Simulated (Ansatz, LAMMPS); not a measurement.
# Relaxing free surface of ionic liquid triethylsulfonium formate with water, from a frame at 300 K (81 atoms)

Aim: bring free surface of ionic liquid triethylsulfonium formate with water, from a frame at 300 K (81 atoms) to a nearby minimum of the energy and see what moves.

Main program and level: Ansatz 0.2.0; Kohn-Sham DFT, RPBE+D4, PAW (set soft_2), plane waves.

## 1. Starting point

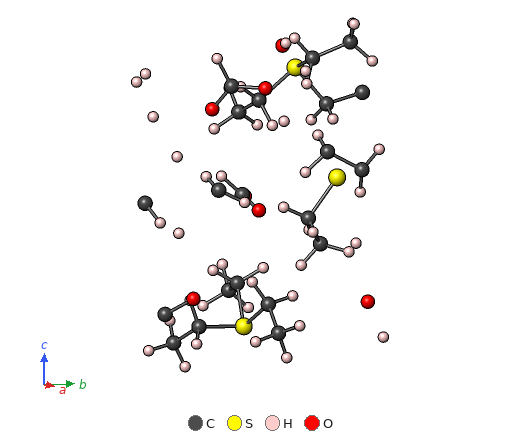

The cell as given, from the side, with the c axis up (carbon dark grey, sulfur yellow, hydrogen pink, oxygen red). Bonds to atoms that aren't drawn are left out. Some periodic images of atoms are drawn too.

The cell holds 81 atoms: 21 C, 3 S, 50 H and 7 O. Its edges and angles: a = 8.480 Å, b = 8.480 Å, c = 21.223 Å, α = 90.0°, β = 90.0°, γ = 90.0°. 3 triethylsulfonium, 3 formate, 1 H2O placed at random, at 1.05 g/cm³, as a film with 10 Å of vacuum; overlaps pushed apart, then 10 ps at 350 K with MMFF94 bonds, angles, torsions, charges and radii (Halgren, J. Comput. Chem. 17, 490 (1996)) in harmonic and 12-6 forms; SPC/E water (Berendsen, Grigera and Straatsma, J. Phys. Chem. 91, 6269 (1987)); charges of ions scaled by 0.8. Snapshot after 30 ps at 300 K and fixed volume. Vacuum lies along c.

Before any run, some limits are plain. The network of contacts between molecules at the start is that of the classical potential that made the cell. Only the Γ point is sampled, in a cell whose shortest periodic width is 8 Å.

## 2. Single point at the start

The forces at the start show how far the geometry lies from a minimum of this functional.

Input file input.yaml:

```yaml
crystal:
  lattice:
    - [8.48017, 0.0, 0.0]
    - [0.0, 8.48017, 0.0]
    - [0.0, 0.0, 21.22254]
  atoms:
    - { symbol: C, position: [0.91769, 0.71705, 0.52535] }
    - { symbol: C, position: [0.90437, 0.87147, 0.49312] }
    - { symbol: S, position: [0.10027, 0.92839, 0.46122] }
    - { symbol: C, position: [0.10141, 0.80144, 0.39138] }
    [... 71 atom lines left out ...]
    - { symbol: C, position: [0.45985, 0.43646, 0.44198] }
    - { symbol: O, position: [0.31701, 0.47685, 0.43569] }
    - { symbol: H, position: [0.48448, 0.33952, 0.47506] }
    - { symbol: O, position: [0.01713, 0.7049, 0.68797] }
    - { symbol: H, position: [0.1334, 0.69512, 0.69478] }
    - { symbol: H, position: [0.97705, 0.60806, 0.66637] }
kpoints:
  mp_grid: { grid: [1, 1, 1] }
hamiltonian:
  xc: rpbe
  dispersion: d4
scf:
  occupations: { method: fermi_dirac, width: 0.05 }
output:
  forces: true
  populations: true
  dos:
    method: { smearing: { sigma: 0.1 } }
    de: 0.1
    projected: { site_lists: { C: [C], H: [H], O: [O], S: [S] } }
  eigenvalues: true
```

On the command line:

```sh
ansatz run input.yaml --threads 4 --pin off --max-ram 8192MiB --backend cpu --events-out ev --progress --plain --runs-dir out
```

Run time: 12 s. Hardware: 4 threads of AMD EPYC 7R43, shared host; peak memory 1.3 GiB.

Numbers from this run:

```yaml
free_energy: -12808.7188 eV
free_energy_per_atom: -158.1323 eV/atom
scf_cycles: 10
r_m_s_force_component: 1.001 eV/Å
longest_force: 4.944 eV/Å
fermi_energy: -0.4354 eV
spacing_of_highest_filled_and_lowest_empty_level: 1.619 eV
spilling_of_the_projection: 0.01536
```

The r.m.s. force component of 1.0 eV/Å sets the starting point.

Neighbours are counted within 1.34 Å (H-C), 1.21 Å (H-O), 1.85 Å (C-C), 1.68 Å (C-O), 2.21 Å (C-S).

Length of the force by element and coordination:

| element | coordination | atoms | mean length of the force (eV/Å) | spread | least | most |
| --- | --- | --- | --- | --- | --- | --- |
| C | all | 21 | 2.22 | 0.924 | 0.798 | 4.94 |
| C | 3 | 3 | 1.43 | 0.544 | 0.798 | 2.13 |
| C | 4 | 18 | 2.35 | 0.909 | 1.13 | 4.94 |
| H | all | 50 | 1.22 | 0.681 | 0.229 | 3.70 |
| O | all | 7 | 0.842 | 0.216 | 0.558 | 1.07 |
| O | 1 | 6 | 0.804 | 0.210 | 0.558 | 1.07 |
| O | 2 | 1 | 1.07 | 0 | 1.07 | 1.07 |
| S | all | 3 | 2.47 | 0.592 | 1.68 | 3.11 |

## 3. Relaxation

With the cell held, the atoms are moved downhill towards a nearby minimum.

input.yaml, the sections that differ from step 2:

```yaml
output:
  forces: true
relax:
  f_tol: 0.05
  max_steps: 200
# crystal, kpoints, hamiltonian, scf: as in step 2
```

The job ended after 14 min (4 threads; peak memory 1.3 GiB; 51 min of CPU time).

Relaxation path (22 of 133):

| step | energy less that of the first step (eV) | largest force component (eV/Å) |
| --- | --- | --- |
| 1 | 0.0000 | 4.9232 |
| 7 | -4.5160 | 0.3122 |
| 14 | -4.7369 | 0.3763 |
| 20 | -4.8740 | 0.9810 |
| 26 | -5.0175 | 0.2392 |
| 32 | -5.0359 | 0.9047 |
| 39 | -5.0965 | 0.1561 |
| 45 | -5.1198 | 0.1241 |
| 51 | -5.1796 | 0.0786 |
| 58 | -5.3019 | 0.2561 |
| 64 | -5.3592 | 0.2466 |
| 70 | -5.3952 | 0.1841 |
| 76 | -5.4195 | 0.1687 |
| 83 | -5.4460 | 0.0735 |
| 89 | -5.4814 | 0.3461 |
| 95 | -5.5782 | 0.0877 |
| 102 | -5.6213 | 0.4811 |
| 108 | -5.6455 | 0.4340 |
| 114 | -5.6742 | 0.4299 |
| 120 | -5.7461 | 0.1110 |
| 127 | -5.7626 | 0.5628 |
| 133 | -5.7811 | 0.0485 |

Relaxation steps 9, 12, 16, 32, 57, 63, 80, 81 and 7 more were tried and not accepted.

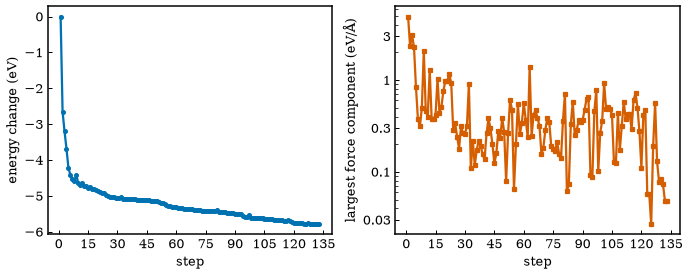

Energy and largest force along the relaxation.

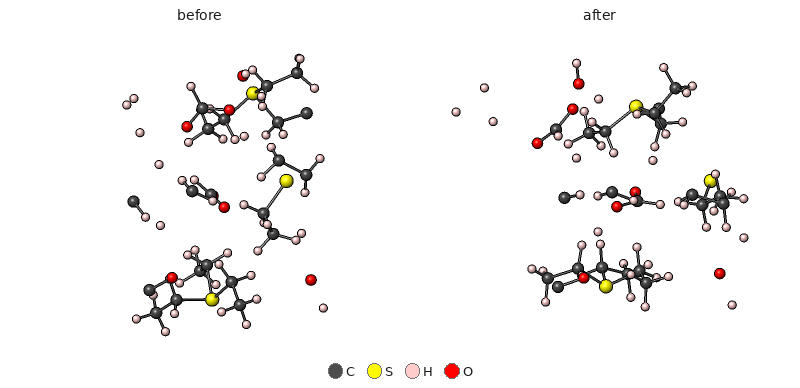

Before and after, at one scale. Bonds to atoms that aren't drawn are left out.

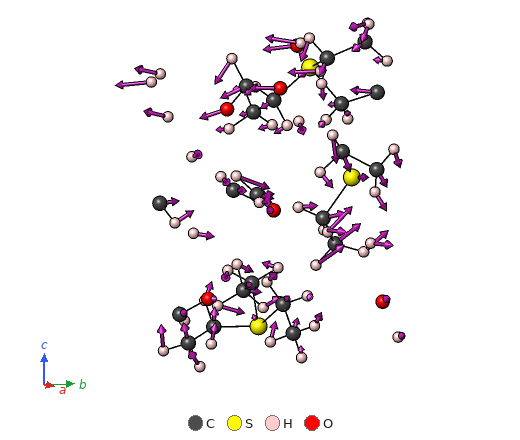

Displacements in the relaxation, scaled; the longest in the cell stands for 3.59 Å. Bonds to atoms that aren't drawn are left out. Some periodic images of atoms are drawn too.

The atoms that moved most (Å):

| atom | dx | dy | dz | length |
| --- | --- | --- | --- | --- |
| H17 | 2.094 | 2.193 | 1.927 | 3.593 |
| H80 | -1.530 | -2.918 | 0.444 | 3.324 |
| H78 | -0.038 | 3.096 | -1.168 | 3.309 |
| H54 | -0.963 | -3.116 | -0.342 | 3.279 |
| H15 | 0.589 | 2.138 | 2.322 | 3.211 |
| H16 | 0.956 | 2.043 | 1.944 | 2.977 |
| O79 | -0.656 | -2.879 | -0.366 | 2.975 |
| H81 | -1.024 | -2.728 | -0.156 | 2.918 |

The relaxation changed the energy by -71.4 meV/atom, and atoms moved by 1.9 Å r.m.s., 3.6 Å at most.

## 4. Distances and neighbours after relaxation

Bonds before and after, by the cutoffs listed below:

| pair | bonds before | bonds after | mean before (Å) | mean after (Å) | spread before (Å) | spread after (Å) |
| --- | --- | --- | --- | --- | --- | --- |
| H-C | 48 | 48 | 1.094 | 1.100 | 0.040 | 0.008 |
| H-O | 2 | 2 | 1.000 | 0.988 | 0.000 | 0.019 |
| C-C | 9 | 9 | 1.493 | 1.527 | 0.017 | 0.002 |
| C-O | 6 | 6 | 1.267 | 1.267 | 0.007 | 0.005 |
| C-S | 9 | 9 | 1.842 | 1.824 | 0.032 | 0.004 |

Normalised to the volume that the atoms fill. g(r), total and by pair (bins of 0.2 Å):

| r (Å) | total | H-H | H-C | H-O | H-S | C-C | C-O |
| --- | --- | --- | --- | --- | --- | --- | --- |
| 0.90 | 0.12 | 0.00 | 0.00 | 1.11 | 0.00 | 0.00 | 0.00 |
| 1.10 | 4.70 | 0.00 | 14.37 | 1.00 | 0.00 | 0.00 | 0.00 |
| 1.30 | 0.42 | 0.00 | 0.00 | 0.00 | 0.00 | 0.00 | 9.30 |
| 1.50 | 0.48 | 0.12 | 0.00 | 0.00 | 0.00 | 6.50 | 0.00 |
| 1.70 | 1.15 | 2.92 | 0.00 | 0.38 | 0.00 | 0.00 | 0.00 |
| 1.90 | 0.47 | 0.45 | 0.00 | 0.00 | 0.00 | 0.00 | 0.00 |
| 2.10 | 1.16 | 0.00 | 2.87 | 2.25 | 0.00 | 0.00 | 0.00 |
| 2.30 | 0.91 | 0.44 | 0.50 | 1.41 | 7.90 | 0.00 | 0.00 |
| 2.50 | 1.17 | 2.62 | 0.06 | 1.48 | 0.00 | 0.00 | 0.00 |
| 2.70 | 0.64 | 0.57 | 0.57 | 0.89 | 0.00 | 0.00 | 0.00 |
| 2.90 | 0.99 | 0.57 | 1.29 | 0.73 | 3.38 | 1.86 | 0.00 |
| 3.10 | 0.99 | 1.29 | 0.85 | 0.90 | 2.12 | 0.00 | 0.75 |
| 3.30 | 0.73 | 0.79 | 0.71 | 0.39 | 0.00 | 1.06 | 2.09 |
| 3.50 | 0.90 | 0.78 | 0.80 | 1.62 | 0.20 | 0.41 | 3.08 |
| 3.70 | 0.94 | 0.84 | 0.85 | 1.00 | 1.77 | 1.57 | 1.07 |
| 3.90 | 1.05 | 1.09 | 1.00 | 1.20 | 0.00 | 1.00 | 2.00 |
| 4.10 | 0.99 | 1.04 | 1.10 | 1.20 | 0.14 | 0.90 | 0.90 |
| 4.30 | 1.02 | 0.82 | 1.27 | 1.20 | 0.27 | 1.38 | 0.67 |
| 4.50 | 1.06 | 1.11 | 1.06 | 1.09 | 0.36 | 1.15 | 1.36 |
| 4.70 | 0.96 | 0.82 | 1.01 | 0.96 | 0.55 | 2.29 | 0.69 |
| 4.90 | 1.03 | 1.10 | 1.04 | 0.97 | 0.81 | 0.77 | 1.05 |
| 5.10 | 0.97 | 1.02 | 1.09 | 0.85 | 0.86 | 0.71 | 0.68 |
| 5.30 | 0.88 | 0.79 | 0.99 | 0.93 | 1.15 | 0.71 | 0.81 |
| 5.50 | 0.97 | 1.02 | 0.97 | 0.73 | 1.06 | 0.73 | 1.17 |
| 5.70 | 0.77 | 0.67 | 0.91 | 0.65 | 0.92 | 1.03 | 0.55 |
| 5.90 | 0.77 | 0.93 | 0.61 | 0.85 | 0.78 | 0.77 | 0.65 |
| 6.10 | 0.84 | 0.83 | 0.81 | 0.82 | 0.99 | 0.81 | 0.81 |
| 6.30 | 0.85 | 0.81 | 0.78 | 0.96 | 0.93 | 0.89 | 0.89 |

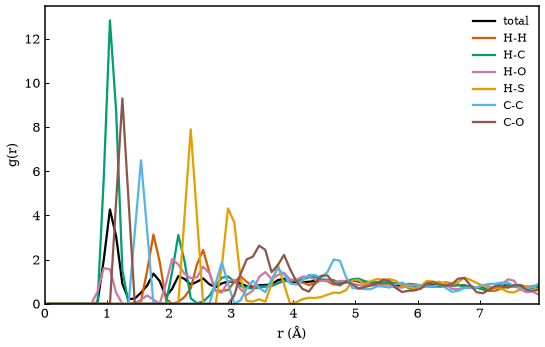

Pair distribution functions, lightly smoothed.

Bonds by pair of elements; cutoffs follow the first minimum of g(r), held within bounds set by covalent radii, and pairs that aren't listed don't count as bonded:

| pair A-B | cutoff (Å) | bonds | mean length (Å) | spread (Å) | shortest (Å) | B about A | A about B |
| --- | --- | --- | --- | --- | --- | --- | --- |
| H-C | 1.34 | 48 | 1.1 | 0.008 | 1.09 | 0.96 | 2.29 |
| H-O | 1.21 | 2 | 0.988 | 0.019 | 0.968 | 0.04 | 0.286 |
| C-C | 1.85 | 9 | 1.53 | 0.002 | 1.52 | 0.857 | 0.857 |
| C-O | 1.68 | 6 | 1.27 | 0.005 | 1.26 | 0.286 | 0.857 |
| C-S | 2.21 | 9 | 1.82 | 0.004 | 1.82 | 0.429 | 3 |

How many atoms have how many bonded neighbours:

| element | mean | 1 | 2 | 3 | 4 |
| --- | --- | --- | --- | --- | --- |
| C | 3.86 | 0 | 0 | 3 | 18 |
| H | 1 | 50 | 0 | 0 | 0 |
| O | 1.14 | 6 | 1 | 0 | 0 |
| S | 3 | 0 | 0 | 3 | 0 |

Bond angles, per cent of each kind in bins of 5°:

| angle (°) | C-C-H | H-C-H | H-C-S |
| --- | --- | --- | --- |
| 100–105 | 0.0 | 0.0 | 27.8 |
| 105–110 | 20.0 | 86.1 | 72.2 |
| 110–115 | 80.0 | 13.9 | 0.0 |

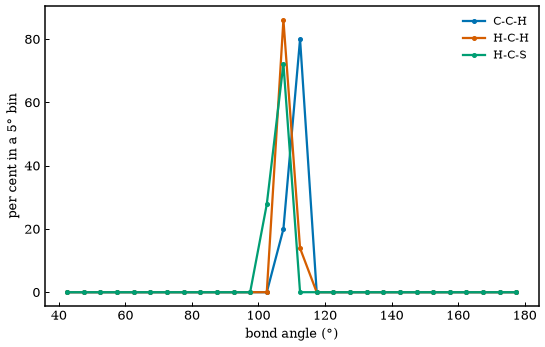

Distributions of the most common bond angles.

Bond angles (no mean is given where the spread exceeds 20°):

| angle | count | mean (°) | spread (°) |
| --- | --- | --- | --- |
| C-C-H | 45 | 111 | 1.9 |
| H-C-H | 36 | 109 | 1.1 |
| H-C-S | 18 | 106 | 1.2 |
| C-C-S | 9 | 111 | 0.5 |
| C-S-C | 9 | 103 | 0.9 |

Bond length by coordination (bonds to H left out):

| element | coordination | atoms | mean bond length (Å) |
| --- | --- | --- | --- |
| C | 3 | 3 | 1.27 |
| C | 4 | 18 | 1.63 |
| O | 1 | 6 | 1.27 |

By these cutoffs 86 % of C atoms have 4, all H atoms have 1, 86 % of O atoms have 1 and all S atoms have 3 bonded neighbours. The C-C-H angle averages 111° with a spread of 1.9°.

## 5. Single point at the relaxed geometry

The electronic structure is read at the final geometry, in a run of its own.

Input file input.yaml:

```yaml
crystal:
  lattice:
    - [8.48017, 0.0, 0.0]
    - [0.0, 8.48017, 0.0]
    - [0.0, 0.0, 21.22254]
  atoms:
    - { symbol: C, position: [0.88759, 0.79729, 0.44994] }
    - { symbol: C, position: [0.88894, 0.96987, 0.4298] }
    - { symbol: S, position: [0.06396, 0.07043, 0.45967] }
    - { symbol: C, position: [0.22282, 0.99001, 0.41158] }
    [... 71 atom lines left out ...]
    - { symbol: C, position: [0.40891, 0.59278, 0.42628] }
    - { symbol: O, position: [0.26638, 0.61142, 0.44207] }
    - { symbol: H, position: [0.47996, 0.70457, 0.42002] }
    - { symbol: O, position: [0.93981, 0.36543, 0.67074] }
    - { symbol: H, position: [0.95296, 0.35105, 0.7157] }
    - { symbol: H, position: [0.85631, 0.28635, 0.659] }
kpoints:
  mp_grid: { grid: [1, 1, 1] }
hamiltonian:
  xc: rpbe
  dispersion: d4
scf:
  occupations: { method: fermi_dirac, width: 0.05 }
output:
  forces: true
  populations: true
  dos:
    method: { smearing: { sigma: 0.1 } }
    de: 0.1
    projected: { site_lists: { C: [C], H: [H], O: [O], S: [S] } }
  eigenvalues: true
  write_density: true
  write_potential: true
  volumetric_format: npy
```

Run time: 11 s. Hardware: 4 threads; peak memory 1.3 GiB; 39 s of CPU time.

The program notes that the exchange-correlation potential is rough where the density is thin.

Read from the output:

```
free energy                                      : -12814.4998 eV
free energy per atom                             : -158.2037 eV/atom
SCF cycles                                       : 9
r.m.s. force component                           : 0.00883 eV/Å
longest force                                    : 0.06718 eV/Å
Fermi energy                                     : -0.3352 eV
gap (highest filled to lowest empty level) : 3.771 eV
potential in mid-vacuum, over the Fermi level    : 2.952 eV
potential 4.5 Å over the upper face              : 2.959 eV
potential 4.5 Å under the lower face             : 2.942 eV
spilling of the projection                       : 0.01478
```

Löwdin charges by element and coordination (they lack the spilled electrons, 0.035 e an atom on average):

| element | coordination | atoms | mean charge (e) | spread | least | most |
| --- | --- | --- | --- | --- | --- | --- |
| C | all | 21 | -0.277 | 0.287 | -0.453 | 0.425 |
| C | 3 | 3 | 0.417 | 0.0065 | 0.409 | 0.425 |
| C | 4 | 18 | -0.392 | 0.0515 | -0.453 | -0.328 |
| H | all | 50 | 0.208 | 0.0515 | 0.0606 | 0.400 |
| O | all | 7 | -0.572 | 0.0768 | -0.758 | -0.520 |
| O | 1 | 6 | -0.541 | 0.0128 | -0.562 | -0.520 |
| O | 2 | 1 | -0.758 | 0 | -0.758 | -0.758 |
| S | all | 3 | 0.759 | 0.0049 | 0.752 | 0.764 |

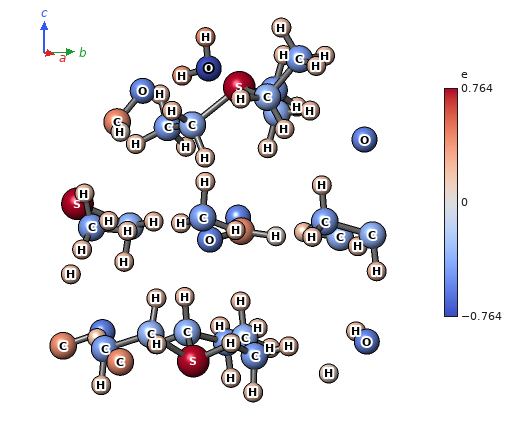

Atoms coloured by Löwdin charge. Bonds to atoms that aren't drawn are left out. Some periodic images of atoms are drawn too.

Density of states as counts of states in windows of 1 eV (from the Fermi level), total and the larger projections:

| from (eV) | to (eV) | total | C p | H s | O p | S p |
| --- | --- | --- | --- | --- | --- | --- |
| -10 | -9 | 11.0 | 4.7 | 2.4 | 1.5 | 0.8 |
| -9 | -8 | 22.1 | 13.2 | 5.2 | 0.9 | 2.0 |
| -8 | -7 | 12.5 | 6.2 | 2.4 | 2.6 | 0.2 |
| -7 | -6 | 37.5 | 20.5 | 8.4 | 5.8 | 1.1 |
| -6 | -5 | 26.5 | 12.8 | 7.2 | 3.9 | 1.8 |
| -5 | -4 | 6.1 | 1.5 | 1.1 | 0.2 | 2.9 |
| -4 | -3 | 2.0 | 0.0 | 0.0 | 1.9 | 0.0 |
| -3 | -2 | 14.5 | 0.3 | 0.8 | 13.2 | 0.0 |
| -2 | -1 | 3.5 | 0.1 | 0.4 | 2.9 | 0.0 |
| -1 | 1 | 0.0 | 0.0 | 0.0 | 0.0 | 0.0 |
| 1 | 2 | 4.7 | 1.1 | 0.4 | 0.0 | 1.4 |
| 2 | 3 | 12.6 | 2.9 | 1.4 | 0.4 | 2.8 |
| 3 | 4 | 25.5 | 5.8 | 4.4 | 1.9 | 0.9 |
| 4 | 5 | 22.7 | 2.6 | 5.0 | 0.3 | 0.3 |

Between -23 and -10 eV lie 58 more states.

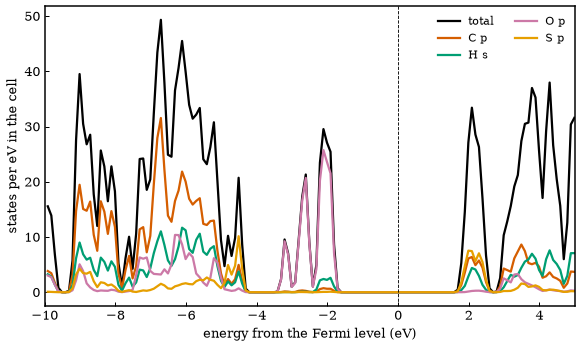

Total and projected density of states, with the broadening of the input.

The levels nearest the highest filled one (over half full), pooled over k-points and spins:

| level less the highest filled one (eV) | occupation |
| --- | --- |
| -0.303 | 2 |
| -0.263 | 2 |
| -0.231 | 2 |
| -0.0997 | 2 |
| -0.0628 | 2 |
| 0 | 2 |
| 3.77 | 0 |
| 3.91 | 0 |
| 3.94 | 0 |
| 3.97 | 0 |
| 4.07 | 0 |
| 4.14 | 0 |

Planar average of the electrostatic potential energy along the normal, with the Fermi level as zero, after a running mean with a triangular window 4 Å wide at its base:

| height (Å) | potential energy (eV) |
| --- | --- |
| 0.0 | 2.94 |
| 0.9 | 2.93 |
| 1.6 | 2.91 |
| 2.5 | 2.83 |
| 3.4 | 2.29 |
| 4.3 | 0.28 |
| 5.0 | -1.84 |
| 5.9 | -2.83 |
| 6.8 | -1.01 |
| 7.5 | -0.18 |
| 8.4 | -1.48 |
| 9.3 | -2.71 |
| 10.2 | -1.38 |
| 10.9 | -0.25 |
| 11.8 | -0.80 |
| 12.7 | -1.96 |
| 13.6 | -1.46 |
| 14.3 | -0.03 |
| 15.2 | 1.72 |
| 16.1 | 2.65 |
| 16.8 | 2.92 |
| 17.7 | 2.98 |
| 18.6 | 2.97 |
| 19.5 | 2.96 |
| 20.2 | 2.95 |
| 21.1 | 2.94 |

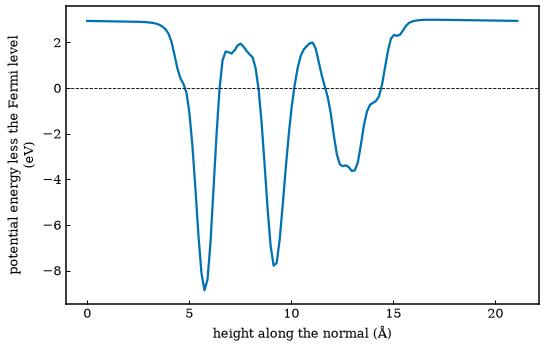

Planar average of the electrostatic potential energy; the dashed line is the Fermi level.

Mean Löwdin charges: C -0.28, H +0.21, O -0.57, S +0.76 e (they miss 1.5 % of the electrons, so they add up to more than the cell's charge). The potential stands 4.85 eV above the highest filled level over the upper face and 4.83 eV under the lower one, a reading of the ionisation potential at this level.

## 6. Outcome

```
energy change in the relaxation                  : -71.37 meV/atom
r.m.s. displacement                              : 1.895 Å
largest displacement                             : 3.593 Å
free energy per atom                             : -158.2037 eV/atom
r.m.s. force component                           : 0.00883 eV/Å
gap (highest filled to lowest empty level) : 3.771 eV
potential in mid-vacuum, over the Fermi level    : 2.952 eV
wall time of the 3 DFT runs                      : 15 min
```

What this shows: Relaxation lowers the energy by 71.4 meV/atom and moves atoms by 1.9 Å r.m.s.; the r.m.s. force component goes from 1.0 to 0.0088 eV/Å, and the gap from 1.62 to 3.77 eV. By the final cutoffs no bond was broken or made. First to last step the energy falls by 5.781 eV; the largest move, 3.59 Å, is that of H17. The C-C bonds change most in mean length: from 1.493 Å (spread 0.017) to 1.527 Å (spread 0.002). By these cutoffs 86 % of C atoms have 4, all H atoms have 1, 86 % of O atoms have 1 and all S atoms have 3 bonded neighbours. The highest filled and lowest empty levels differ by 3.77 eV (at Γ alone); a semilocal functional tends to put such gaps too low. The potential stands 4.85 eV above the highest filled level over the upper face and 4.83 eV under the lower one, a reading of the ionisation potential at this level.

What to keep in mind: The network of contacts between molecules at the start is that of the classical potential that made the cell; in DFT atoms moved by 1.9 Å r.m.s.

[Logs are printed without paths, hosts, clocks, repeated set-up lines and the standing remarks that a program may print on its own settings, such as how far it seeks lower states.]

[Hosts, paths, dates, database ids (printed as entryN), source tags and the programs' standing remarks are cut or masked in the printed files.]

[The MMFF94 radii named for the starting cell were scaled by 0.96; in molecules described by MMFF94, hydrogen bound to N, O or S took a small fixed 12-6 site in their place.]
